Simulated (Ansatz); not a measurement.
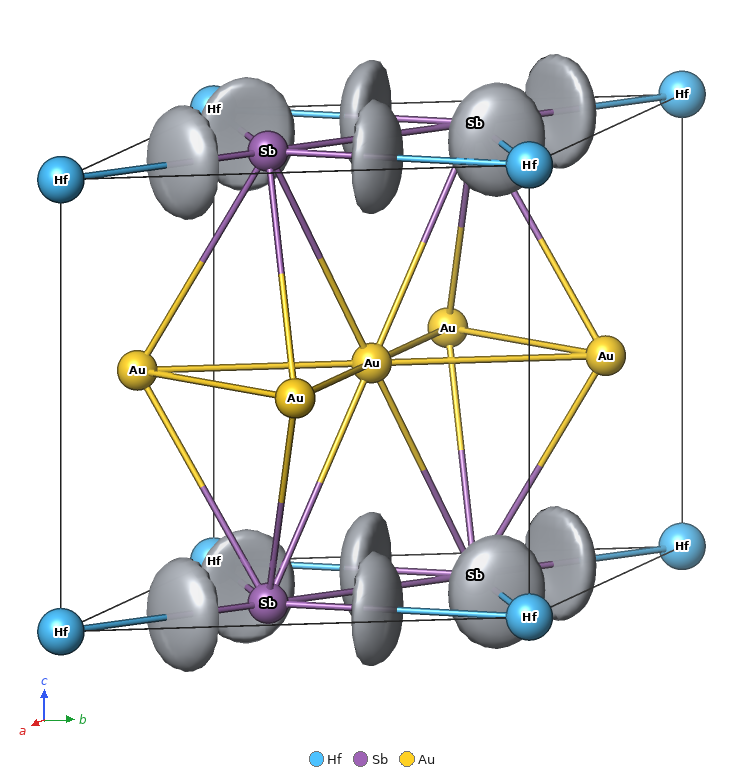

Figure 1: HfSb$_{2}$Au$_{3}$. Isosurface of the ELF at 0.55 (grey), seen slightly off an axis. Core shells and regions of very low density are left out. Sticks mark near contacts.

Space group P6/mmm; a structure generated by program, which may or may not match a known phase; computed without spin polarisation.

All numbers below come from DFT PBE, scalar-relativistic, plane waves, PAW (Ansatz).

Core electrons are frozen (PAW), and the valence fields are smoothed inside the atomic spheres.

Input file:

```
crystal:
  lattice:
    - [5.489702135, 0.0, 0.0]
    - [-2.7448510675, 4.7542215081, 0.0]
    - [0.0, 0.0, 5.2190583826]
  atoms:
    - { symbol: Hf, position: [0.0, 0.0, 0.0] }
    - { symbol: Sb, position: [0.3333333333, 0.6666666667, 0.0] }
    - { symbol: Sb, position: [0.6666666667, 0.3333333333, 0.0] }
    - { symbol: Au, position: [0.5, 0.0, 0.5] }
    - { symbol: Au, position: [0.5, 0.5, 0.5] }
    - { symbol: Au, position: [0.0, 0.5, 0.5] }
basis:
  ecutwfc: 420
kpoints:
  mp_grid: { grid: [12, 12, 8] }
hamiltonian:
  xc: pbe
scf:
  occupations: { method: gaussian, width: 0.1 }
output:
  forces: true
  stress: true
  eigenvalues: true
  write_density: true
  write_potential: true
  elf: true
  volumetric_format: npy
relax:
  adjacent_minimum: "off"
  f_tol: 0.01
  max_steps: 80
  cell: { stress_tol: 0.05 }
```

Launched as:

```sh
ansatz run input.yaml --threads 1 --pin off --max-ram 2048MiB --backend cpu --events-out ev --progress --plain --runs-dir out
```

Below, planes, directions and counts refer to the conventional cell (a = 5.48 Å, b = 5.48 Å, c = 5.25 Å, α = 90.00°, β = 90.00°, γ = 120.00°).

The fields are those of the relaxed geometry.

What do the ELF domains correspond to?

At this value the surface marks out six lobes of the valence shell of Sb pointing towards Hf (polar bonds), counted in one cell of 6 atoms. Any copies at cell faces, edges or corners count once.

Values along the shortest contacts:
Au–Au (2.74 Å): the ELF is about 0.25 at the midpoint (no localised pair shows between them). Sb–Au (3.06 Å): the ELF is about 0.25 at the midpoint (no shared electron pair shows on this line).
